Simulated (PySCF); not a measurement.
Consider C₅H₁₁BCl₂Si.

The calculation's input:

```
{"job": {"kind": "nmr", "xc": "PBE0", "basis": "pcSseg-1"}, "charge": 0, "multiplicity": 1}
C      2.498083    -1.183843     0.485421
C      2.047808     0.012541     0.084692
C      3.044068     1.091517    -0.253877
B      0.534065     0.333089    -0.009973
Si    -0.838309    -1.045385     0.254485
C     -2.567500    -0.564446    -0.453320
C     -2.931460     0.854157    -0.141993
Cl    -4.610471     1.243632    -0.643016
Cl    -2.777833     1.177565     1.599120
H      1.825190    -1.984439     0.741687
H      3.552412    -1.400407     0.580272
H      2.927923     1.929905     0.431736
H      2.863736     1.466889    -1.259808
H      4.068720     0.730466    -0.193441
H      0.246266     1.450028    -0.237401
H     -0.609671    -2.343162    -0.419112
H     -1.077414    -1.413341     1.662439
H     -3.324195    -1.232094    -0.043886
H     -2.585271    -0.687997    -1.536409
H     -2.291295     1.576005    -0.650653
```

Command:

```sh
OMP_NUM_THREADS=1 python probes_run.py task.json out
```

Geometry: GFN2-xTB.

Theory: PySCF, PBE0/pcSseg-1, SCF density, gas phase, non-relativistic.

What can the converged electron density and electron localisation function tell about the bonding?

Answer. C–C (1.34 Å): ρ at the midpoint is about 2.3 e/Å³; the ELF peaks at about 0.95 between the atoms; a multiple bond.
C–B (1.55 Å): ρ is about 1.4 e/Å³ halfway; the ELF peaks at about 1 between the atoms, as expected for a covalent bond.
C–Cl (1.79 Å): ρ at the midpoint is about 1.3 e/Å³; the ELF peaks at about 0.90 between the atoms: a covalent bond.
Si–B (1.96 Å): ρ at the midpoint is about 0.84 e/Å³; the ELF peaks at about 1 between the atoms (a shared electron pair).

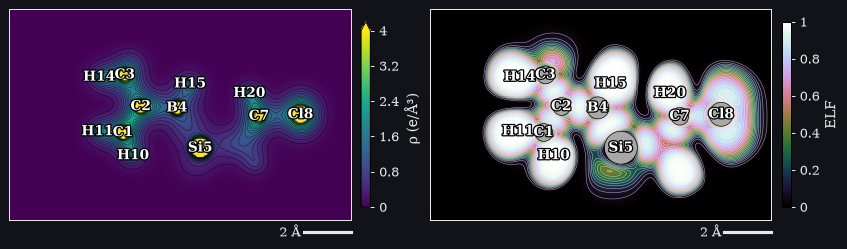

Computed electron density and electron localisation function on the plane of atoms C2, C1 and H11, in this order. Grey discs cover the atomic cores in the ELF map. 
